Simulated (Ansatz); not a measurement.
Ga$_{2}$SbP$_{3}$

Input

```
crystal:
  lattice:
    - [3.01866232, 1.7428255, 4.83811144]
    - [-3.01866232, 1.7428255, 4.83811144]
    - [0.0, -3.48565101, 4.83811144]
  atoms:
    - { symbol: Ga, position: [0.62478392, 0.62478392, 0.62478392] }
    - { symbol: Ga, position: [0.37521608, 0.37521608, 0.37521608] }
    - { symbol: Sb, position: [0.0, 0.0, 0.0] }
    - { symbol: P, position: [0.0, 0.5, 0.0] }
    - { symbol: P, position: [0.5, 0.0, 0.0] }
    - { symbol: P, position: [0.0, 0.0, 0.5] }
kpoints:
  mp_grid: { grid: [4, 4, 4] }
hamiltonian:
  xc: pbesol
scf:
  occupations: { method: fermi_dirac, width: 0.03 }
relax:
  f_tol: 0.01
  cell: {}
  max_steps: 120
output:
  write_density: true
  write_potential: true
  elf: true
  volumetric_format: npy
```

Run with:

```sh
ansatz run input.yaml --threads 2 --pin off --max-ram 29491MiB --backend cpu --events-out ev --progress --plain --runs-dir out
```

Below, planes, directions and counts refer to the conventional cell (a = 5.18 Å, b = 5.18 Å, c = 14.44 Å, α = 90.00°, β = 90.00°, γ = 120.00°).

The fields are those of the relaxed geometry.

Space group R-3m; a structure from a database of computed crystals, not necessarily the ambient phase; started from the Li2GaCu3-166 prototype, which need not be the ambient phase.

Theory: DFT, PBEsol, plane waves, PAW (Ansatz).

In a PAW calculation such maps are meaningful between the atoms, not at the nuclei.

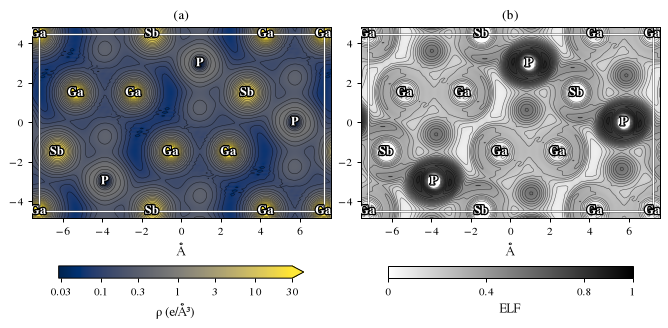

Figure 1. (a) valence pseudo-density; (b) ELF on the (110) plane of the conventional cell.

### What does the map show?

- Atoms in the plane: Ga, Sb and P.
- Sb–P (2.83 Å): ρ at the midpoint is about 0.29 e/Å³; the ELF peaks at about 0.80 in the valence shell of P, 0.8 Å from its nucleus, and drops to about 0.35 between the two atoms.
- Ga–Ga (2.92 Å): ρ is about 0.16 e/Å³ halfway; the ELF is about 0.25 at the midpoint; no shared electron pair shows on this line.
- Between the atoms the lowest density in this plane is 0.04 e/Å³.
- The features right at Ga lie inside the PAW spheres, where the map follows smoothed inner orbitals and isn't to be read closely.

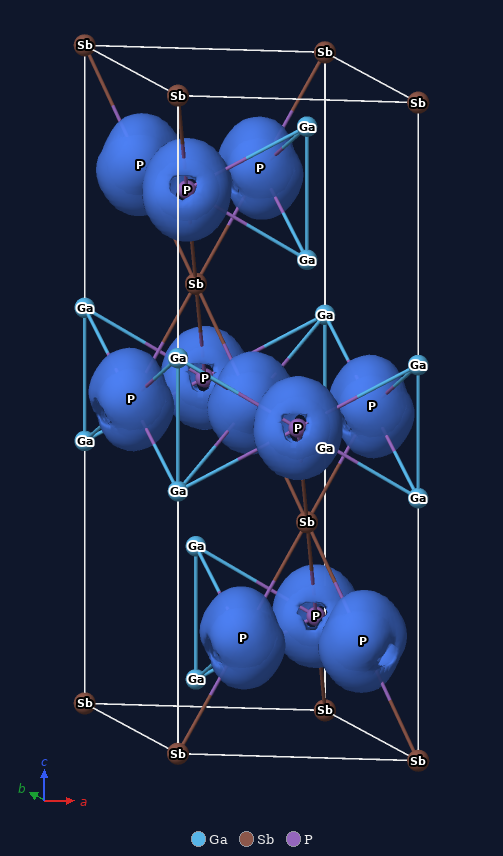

Figure 2. Isosurface of the electron localisation function at 0.75 (blue), seen slightly off an axis. Only the valence region is drawn (cores and ρ < 0.01 e/Å³ removed). Sticks mark near contacts.

### What do the ELF domains correspond to?

The ELF exceeds this value in nine regions wrapped around P (the valence shell of each), counted in one cell of 18 atoms. Any copies at cell faces, edges or corners count once.
